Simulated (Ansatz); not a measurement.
Geometry relaxation, with input and output: WO₄

System: WO₄, multiplicity 3.
Method: UKS PBE0-D4/def2-TZVPPD (Ansatz 0.2.0).

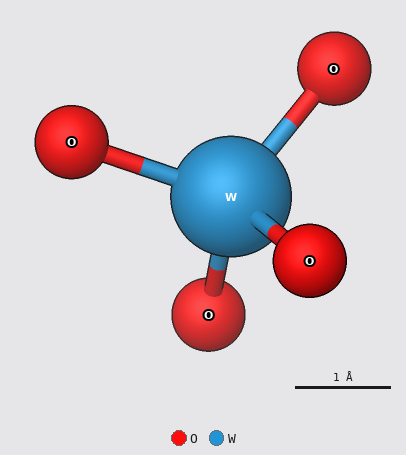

*The input geometry (ball-and-stick view, seen at a tilt). Sticks mark near contacts.*

Bond lengths as drawn: O–W 1.81 Å.

**Summary**

| quantity | value |
| --- | --- |
| outcome | converged |
| total energy | −10009.1436 eV |
| mean-field energy | −10009.0401 eV |
| ⟨S²⟩ | 2.027 |
| SCF solution under orbital rotations | stable |
| largest force (length of the vector) at the end | 0.002 eV/Å |
| hardware | 4 threads of Intel Xeon @ 2.90GHz (Ice Lake), 64 GiB of memory available, shared host |
| wall time | 3.3 min (CPU time 13 min) |
| peak memory | 0.98 GiB |

**Input file**
```yaml
crystal:
  periodic: [false, false, false]
  atoms:
    - { symbol: O, position_ang: [1.49564611, -0.01762236, -1.01929552] }
    - { symbol: W, position_ang: [-2.877e-05, -2.1e-05, 0.00017119] }
    - { symbol: O, position_ang: [-1.34711372, 0.04567051, -1.20802417] }
    - { symbol: O, position_ang: [-0.10469863, -1.43844523, 1.09397851] }
    - { symbol: O, position_ang: [-0.043945, 1.41031808, 1.13403] }
magnetization:
  spin_polarized: true
  initial_magnetization: 2
basis:
  gaussian: { orbitals: def2-TZVPPD.json }
hamiltonian:
  xc: pbe0
  dispersion: d4
relax:
  f_tol: 0.002
  max_steps: 150
```

Command:
```bash
ansatz run input.yaml --threads 4 --pin off --max-ram 10240MiB --backend cpu --events-out ev --progress --plain --runs-dir out
```

**The program's output**
```
The last accepted step is kept in [file] (removed where the run ends without a failure and the disk answers)
Engine: ansatz 0.2.0, x86_64-unknown-linux-gnu
Functional definition: PBE0
  parameter a = 0.25
  parameter kappa = 0.804
  parameter beta = 0.06672455060314922
  exchange = (1 - a)*pbe_x(kappa = kappa, mu = beta*pi^2/3) + a*exact_x
  correlation = pbe_c(beta = beta)
1163 factors; their error is unknown
mean field evaluation 1: about -9994.8792 eV, gradient 6.3e1 eV
mean field evaluation 2: about -9894.8745 eV, gradient 1.8e2 eV
mean field evaluation 4: about -10008.5987 eV, gradient 5.6e0 eV
mean field evaluation 8: about -10008.8118 eV, gradient 4.8e-1 eV
mean field evaluation 16: about -10008.8605 eV, gradient 1.2e-2 eV
mean field evaluation 32: about -10008.8605 eV, gradient 3.7e-5 eV
mean field -10008.86048015 eV, -367.8188383963 hartree, gradient 2.5e-5 eV, S^2 2.113791; 6 other end points of the search recorded, 0 dependent functions left out
the calculation of the forces begins
reference -10008.86053036 eV, -367.8188402416 hartree; 24, 22 occupied and 195, 197 virtual orbitals, 1163 factors
relax step   1: F+E_penalty+E_count = -10008.96333248 eV  Δ(F+E_penalty+E_count) = +0.000e0 eV  max|allowed force component| = 1.047e0 eV/Å  Δτ_max = 0.0000 Å  (181 SCF iters, accepted)
these checks for a lower state are left out or cut short: starts, cluster_reference, orbital_swaps, neighbouring_geometries, increment
1163 factors; their error is unknown
mean field -10008.92800605 eV, -367.8213199273 hartree, gradient 2.6e-5 eV, S^2 2.098058; 0 other end points of the search recorded, 0 dependent functions left out
[... from here on the field's lines of each further geometry are left out, up to the last ...]
relax step   2: F+E_penalty+E_count = -10009.03204309 eV  Δ(F+E_penalty+E_count) = -6.871e-2 eV  max|allowed force component| = 8.271e-2 eV/Å  Δτ_max = 0.0354 Å  (92 SCF iters, accepted)
relax step   3: F+E_penalty+E_count = -10009.03263498 eV  Δ(F+E_penalty+E_count) = -5.919e-4 eV  max|allowed force component| = 7.247e-3 eV/Å  Δτ_max = 0.0035 Å  (94 SCF iters, accepted)
relax step   4: F+E_penalty+E_count = -10009.03266402 eV  Δ(F+E_penalty+E_count) = -2.904e-5 eV  max|allowed force component| = 4.369e-3 eV/Å  Δτ_max = 0.0017 Å  (94 SCF iters, accepted)
relax step   5: F+E_penalty+E_count = -10009.03266671 eV  Δ(F+E_penalty+E_count) = -2.686e-6 eV  max|allowed force component| = 5.640e-3 eV/Å  Δτ_max = 0.0006 Å  (95 SCF iters, accepted)
relax step   6: F+E_penalty+E_count = -10009.03266864 eV  Δ(F+E_penalty+E_count) = -1.939e-6 eV  max|allowed force component| = 9.827e-3 eV/Å  Δτ_max = 0.0002 Å  (89 SCF iters, accepted)
relax step   7: F+E_penalty+E_count = -10009.03267349 eV  Δ(F+E_penalty+E_count) = -4.845e-6 eV  max|allowed force component| = 1.584e-2 eV/Å  Δτ_max = 0.0002 Å  (90 SCF iters, accepted)
relax step   8: F+E_penalty+E_count = -10009.03286874 eV  Δ(F+E_penalty+E_count) = -1.953e-4 eV  max|allowed force component| = 6.944e-2 eV/Å  Δτ_max = 0.0014 Å  (102 SCF iters, accepted)
relax step   9: F+E_penalty+E_count = -10009.03543990 eV  Δ(F+E_penalty+E_count) = -2.571e-3 eV  max|allowed force component| = 2.370e-1 eV/Å  Δτ_max = 0.0078 Å  (106 SCF iters, accepted)
relax step  10: F+E_penalty+E_count = -10009.03987559 eV  Δ(F+E_penalty+E_count) = -4.436e-3 eV  max|allowed force component| = 4.471e-1 eV/Å  Δτ_max = 0.0111 Å  (106 SCF iters, accepted)
relax step  11: F+E_penalty+E_count = -10009.04822741 eV  Δ(F+E_penalty+E_count) = -8.352e-3 eV  max|allowed force component| = 5.535e-1 eV/Å  Δτ_max = 0.0064 Å  (99 SCF iters, accepted)
relax step  12: F+E_penalty+E_count = -10008.93666540 eV  Δ(F+E_penalty+E_count) = +1.116e-1 eV  max|allowed force component| = 3.547e0 eV/Å  Δτ_max = 0.0973 Å  (99 SCF iters, rejected (line search))
relax step  13: F+E_penalty+E_count = -10009.09614593 eV  Δ(F+E_penalty+E_count) = -4.792e-2 eV  max|allowed force component| = 7.726e-1 eV/Å  Δτ_max = 0.0474 Å  (94 SCF iters, accepted)
relax step  14: F+E_penalty+E_count = -10009.13844018 eV  Δ(F+E_penalty+E_count) = -4.229e-2 eV  max|allowed force component| = 1.574e-1 eV/Å  Δτ_max = 0.0397 Å  (95 SCF iters, accepted)
relax step  15: F+E_penalty+E_count = -10009.14181137 eV  Δ(F+E_penalty+E_count) = -3.371e-3 eV  max|allowed force component| = 2.515e-1 eV/Å  Δτ_max = 0.0294 Å  (91 SCF iters, accepted)
relax step  16: F+E_penalty+E_count = -10009.14329034 eV  Δ(F+E_penalty+E_count) = -1.479e-3 eV  max|allowed force component| = 2.177e-2 eV/Å  Δτ_max = 0.0058 Å  (145 SCF iters, accepted)
relax step  17: F+E_penalty+E_count = -10009.14344432 eV  Δ(F+E_penalty+E_count) = -1.540e-4 eV  max|allowed force component| = 1.742e-2 eV/Å  Δτ_max = 0.0073 Å  (87 SCF iters, accepted)
relax step  18: F+E_penalty+E_count = -10009.14350295 eV  Δ(F+E_penalty+E_count) = -5.863e-5 eV  max|allowed force component| = 6.985e-3 eV/Å  Δτ_max = 0.0047 Å  (87 SCF iters, accepted)
relax step  19: F+E_penalty+E_count = -10009.14350964 eV  Δ(F+E_penalty+E_count) = -6.688e-6 eV  max|allowed force component| = 5.806e-3 eV/Å  Δτ_max = 0.0040 Å  (86 SCF iters, accepted)
the calculation of the forces begins
reference -10009.04006233 eV, -367.8254379195 hartree; 24, 22 occupied and 195, 197 virtual orbitals, 1163 factors
relax step  20: F+E_penalty+E_count = -10009.14351023 eV  Δ(F+E_penalty+E_count) = -5.882e-7 eV  max|allowed force component| = 1.893e-3 eV/Å  Δτ_max = 0.0007 Å  (86 SCF iters, accepted)
1163 factors; their error is unknown
mean field evaluation 288: about -10008.8331 eV, gradient 3.6e-1 eV
```

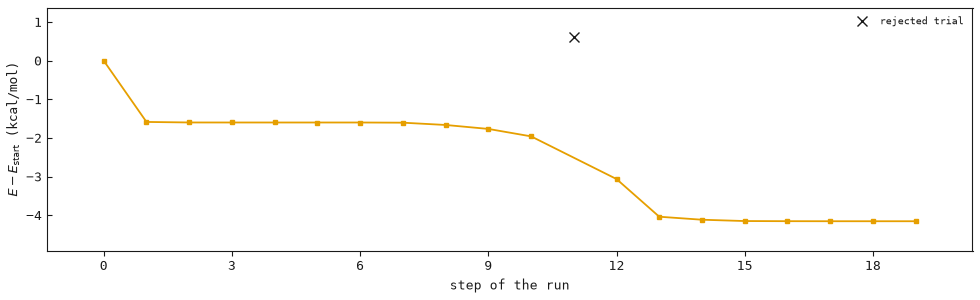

*Progress of the relaxation, step by step (the first geometry is step 0 here and step 1 in the log).*

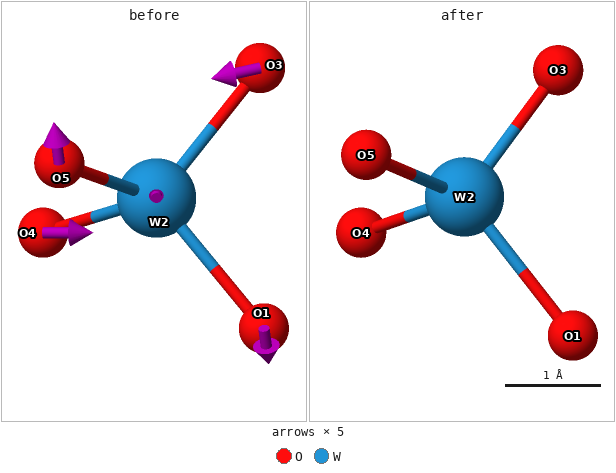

*Before (left) and after (right) the relaxation, at one scale (ball-and-stick view, seen at a tilt). The pink arrows give the displacements, magnified 5 times.*

Over 19 geometry steps the energy falls by 4.16 kcal/mol. The largest force component goes from 1 to 0.0019 eV/Å. The line search rejected the trial step at point 11 (counted from 0) and went back. The largest moves after the best rigid fit, 0.11 Å, are those of O3 and O4. Largest moves by element: O 0.11 Å, W 0.02 Å. Distances before and after: W2–O3 1.810 → 1.713 Å, O1–W2 1.810 → 1.880 Å. Among the angles that change: O1–W2–O4 112.4° → 108.6°, O1–W2–O3 103.8° → 106.8°. (Atoms are counted from 1 in the order of the input.)

```
mean field -10009.04001277 eV, -367.8254360982 hartree, gradient 6.5e-6 eV, S^2 2.027479; 7 other end points of the search recorded, 0 dependent functions left out
the calculation of the forces begins
reference -10009.04006233 eV, -367.8254379195 hartree; 24, 22 occupied and 195, 197 virtual orbitals, 1163 factors
Total energy: -10009.14355979 eV, -367.8292413810 hartree
Atom 0 at     1.552745    -0.091713    -1.032050 Å, force     0.000656    -0.000628    -0.001144 eV/Å
Atom 1 at    -0.017616    -0.016900    -0.001265 Å, force     0.000740     0.001893     0.001104 eV/Å
Atom 2 at    -1.329266     0.051545    -1.100241 Å, force     0.000150    -0.001107     0.000527 eV/Å
Atom 3 at    -0.089260    -1.412431     0.988790 Å, force    -0.000977    -0.000177    -0.000802 eV/Å
Atom 4 at    -0.116742     1.469399     1.145626 Å, force    -0.000570     0.000019     0.000315 eV/Å
Dipole moment:     0.212455     0.203778     0.016669 e Å
```

**Trajectory as extended XYZ (Å, eV, eV/Å), 20 frames, from step=1 to step=20**
```
5
Properties=species:S:1:pos:R:3:forces:R:3 step=1 energy=-10008.96333
O     1.4956   -0.0176   -1.0193   -1.0473   0.0138   0.6105
W     0.0000    0.0000    0.0002   -0.0014  -0.0013  -0.0005
O    -1.3471    0.0457   -1.2080    0.9582  -0.0309   0.7446
O    -0.1047   -1.4384    1.0940    0.0667   1.0138  -0.6637
O    -0.0439    1.4103    1.1340    0.0238  -0.9955  -0.6910
5
Properties=species:S:1:pos:R:3:forces:R:3 step=2 energy=-10009.03204
O     1.4603   -0.0168   -1.0206    0.0817  -0.0007  -0.0739
W     0.0000    0.0000    0.0002   -0.0015  -0.0014  -0.0002
O    -1.3118    0.0449   -1.2047   -0.0697   0.0026  -0.0827
O    -0.1039   -1.4030    1.0935   -0.0068  -0.0762   0.0767
O    -0.0446    1.3749    1.1325   -0.0037   0.0756   0.0800
5
Properties=species:S:1:pos:R:3:forces:R:3 step=3 energy=-10009.03263
O     1.4605   -0.0168   -1.0242   -0.0014   0.0001  -0.0072
W     0.0000    0.0000    0.0002   -0.0022  -0.0020  -0.0002
O    -1.3116    0.0449   -1.2082    0.0044   0.0000  -0.0051
O    -0.1041   -1.4030    1.0970   -0.0003   0.0039   0.0054
O    -0.0449    1.3749    1.1360   -0.0005  -0.0020   0.0070
5
Properties=species:S:1:pos:R:3:forces:R:3 step=4 energy=-10009.03266
O     1.4596   -0.0168   -1.0256   -0.0010   0.0000  -0.0013
W    -0.0001    0.0000    0.0002   -0.0034  -0.0030  -0.0003
O    -1.3105    0.0449   -1.2095    0.0044  -0.0001   0.0018
O    -0.1042   -1.4020    1.0983    0.0002   0.0044  -0.0013
O    -0.0450    1.3739    1.1375   -0.0001  -0.0012   0.0011
5
Properties=species:S:1:pos:R:3:forces:R:3 step=5 energy=-10009.03267
O     1.4593   -0.0168   -1.0261    0.0028  -0.0001  -0.0019
W    -0.0001   -0.0001    0.0002   -0.0056  -0.0050  -0.0004
O    -1.3100    0.0449   -1.2098    0.0027  -0.0001   0.0026
O    -0.1042   -1.4016    1.0987    0.0002   0.0027  -0.0022
O    -0.0451    1.3735    1.1379   -0.0001   0.0025   0.0020
5
Properties=species:S:1:pos:R:3:forces:R:3 step=6 energy=-10009.03267
O     1.4592   -0.0168   -1.0264    0.0059  -0.0001  -0.0034
W    -0.0001   -0.0001    0.0002   -0.0098  -0.0088  -0.0008
O    -1.3098    0.0448   -1.2099    0.0038  -0.0002   0.0044
O    -0.1043   -1.4014    1.0988    0.0003   0.0038  -0.0038
O    -0.0451    1.3734    1.1381   -0.0002   0.0053   0.0036
5
Properties=species:S:1:pos:R:3:forces:R:3 step=7 energy=-10009.03267
O     1.4592   -0.0169   -1.0266    0.0096  -0.0002  -0.0056
W    -0.0001   -0.0001    0.0002   -0.0158  -0.0142  -0.0012
O    -1.3097    0.0448   -1.2098    0.0061  -0.0003   0.0070
O    -0.1043   -1.4013    1.0988    0.0005   0.0061  -0.0061
O    -0.0452    1.3734    1.1383   -0.0003   0.0086   0.0058
5
Properties=species:S:1:pos:R:3:forces:R:3 step=8 energy=-10009.03287
O     1.4602   -0.0171   -1.0268    0.0428  -0.0036  -0.0327
W    -0.0012   -0.0011    0.0001   -0.0694  -0.0621  -0.0055
O    -1.3093    0.0446   -1.2087    0.0322  -0.0042   0.0326
O    -0.1044   -1.4008    1.0977   -0.0007   0.0323  -0.0279
O    -0.0454    1.3743    1.1386   -0.0048   0.0376   0.0335
5
Properties=species:S:1:pos:R:3:forces:R:3 step=9 energy=-10009.03544
O     1.4587   -0.0170   -1.0345    0.1735  -0.0220  -0.1079
W    -0.0063   -0.0056   -0.0003   -0.2370  -0.2129  -0.0200
O    -1.3021    0.0444   -1.2117    0.0996  -0.0246   0.1478
O    -0.1045   -1.3941    1.1014   -0.0109   0.1035  -0.1316
O    -0.0460    1.3721    1.1460   -0.0253   0.1560   0.1118
5
Properties=species:S:1:pos:R:3:forces:R:3 step=10 energy=-10009.03988
O     1.4619   -0.0228   -1.0434    0.2694  -0.0034  -0.1467
W    -0.0023   -0.0020   -0.0001   -0.4471  -0.4015  -0.0363
O    -1.2978    0.0395   -1.2050    0.1619  -0.0011   0.1964
O    -0.1092   -1.3891    1.0953    0.0203   0.1634  -0.1705
O    -0.0527    1.3744    1.1541   -0.0045   0.2426   0.1571
5
Properties=species:S:1:pos:R:3:forces:R:3 step=11 energy=-10009.04823
O     1.4636   -0.0245   -1.0494    0.3642  -0.0161  -0.1983
W    -0.0057   -0.0051   -0.0005   -0.5535  -0.5019  -0.0469
O    -1.2932    0.0386   -1.2035    0.1929  -0.0122   0.2655
O    -0.1099   -1.3842    1.0944    0.0150   0.1990  -0.2342
O    -0.0550    1.3752    1.1599   -0.0186   0.3312   0.2139
5
Properties=species:S:1:pos:R:3:forces:R:3 step=12 energy=-10008.93666 accepted=F
O     1.5259   -0.0206   -1.0394   -0.3631  -0.2724   0.2176
W    -0.0779   -0.0700   -0.0064    3.5470   2.8971   0.4532
O    -1.2908    0.0340   -1.1438   -2.4622  -0.1985  -1.7189
O    -0.1095   -1.3785    1.0367   -0.4365  -2.2200   1.2287
O    -0.0478    1.4350    1.1537   -0.2851  -0.2061  -0.1807
5
Properties=species:S:1:pos:R:3:forces:R:3 step=13 energy=-10009.09615
O     1.5014   -0.0346   -1.0361    0.3965  -0.0420  -0.2859
W    -0.0119   -0.0112   -0.0014   -0.7726  -0.7434  -0.0668
O    -1.3113    0.0307   -1.1604    0.3707   0.0142   0.3233
O    -0.1154   -1.3979    1.0503    0.0556   0.3955  -0.2892
O    -0.0629    1.4129    1.1485   -0.0501   0.3756   0.3186
5
Properties=species:S:1:pos:R:3:forces:R:3 step=14 energy=-10009.13844
O     1.5299   -0.0581   -1.0505    0.1365  -0.0460  -0.0685
W    -0.0167   -0.0161   -0.0022   -0.0974  -0.1388   0.0001
O    -1.3098    0.0268   -1.1293   -0.0392   0.0429  -0.0039
O    -0.1169   -1.3927    1.0197    0.0454  -0.0155  -0.0210
O    -0.0866    1.4400    1.1632   -0.0453   0.1573   0.0933
5
Properties=species:S:1:pos:R:3:forces:R:3 step=15 energy=-10009.14181
O     1.5484   -0.0791   -1.0436   -0.0666  -0.0226   0.0503
W    -0.0203   -0.0193   -0.0021    0.2515   0.2278   0.0239
O    -1.3204    0.0389   -1.1095   -0.1597   0.0108  -0.1087
O    -0.1024   -1.4025    0.9984   -0.0038  -0.1650   0.0889
O    -0.1054    1.4619    1.1578   -0.0214  -0.0510  -0.0543
5
Properties=species:S:1:pos:R:3:forces:R:3 step=16 energy=-10009.14329
O     1.5465   -0.0830   -1.0409   -0.0095  -0.0068   0.0117
W    -0.0180   -0.0170   -0.0016    0.0218   0.0132   0.0072
O    -1.3223    0.0437   -1.1105   -0.0068   0.0017   0.0074
O    -0.0975   -1.4054    0.9991    0.0015  -0.0023  -0.0124
O    -0.1089    1.4615    1.1548   -0.0069  -0.0057  -0.0139
5
Properties=species:S:1:pos:R:3:forces:R:3 step=17 energy=-10009.14344
O     1.5490   -0.0868   -1.0361    0.0174  -0.0039  -0.0109
W    -0.0173   -0.0165   -0.0012   -0.0088  -0.0074  -0.0015
O    -1.3254    0.0466   -1.1051   -0.0093   0.0069  -0.0085
O    -0.0943   -1.4087    0.9934    0.0052  -0.0121   0.0097
O    -0.1122    1.4652    1.1499   -0.0046   0.0164   0.0112
5
Properties=species:S:1:pos:R:3:forces:R:3 step=18 energy=-10009.14350
O     1.5512   -0.0901   -1.0345   -0.0011  -0.0001   0.0025
W    -0.0173   -0.0167   -0.0011   -0.0070  -0.0051  -0.0013
O    -1.3273    0.0496   -1.1025    0.0062   0.0008   0.0063
O    -0.0913   -1.4109    0.9910    0.0016   0.0067  -0.0049
O    -0.1154    1.4679    1.1480    0.0003  -0.0023  -0.0026
5
Properties=species:S:1:pos:R:3:forces:R:3 step=19 energy=-10009.14351
O     1.5530   -0.0922   -1.0320    0.0020   0.0006  -0.0010
W    -0.0173   -0.0166   -0.0011   -0.0058  -0.0056  -0.0019
O    -1.3294    0.0517   -1.0997    0.0022   0.0010   0.0007
O    -0.0891   -1.4127    0.9882    0.0011   0.0019   0.0002
O    -0.1173    1.4698    1.1455    0.0005   0.0022   0.0019
5
Properties=species:S:1:pos:R:3:forces:R:3 step=20 energy=-10009.14351
O     1.5527   -0.0917   -1.0320    0.0007  -0.0006  -0.0011
W    -0.0176   -0.0169   -0.0013    0.0007   0.0019   0.0011
O    -1.3293    0.0515   -1.1002    0.0001  -0.0011   0.0005
O    -0.0893   -1.4124    0.9888   -0.0010  -0.0002  -0.0008
O    -0.1167    1.4694    1.1456   -0.0006   0.0000   0.0003
```
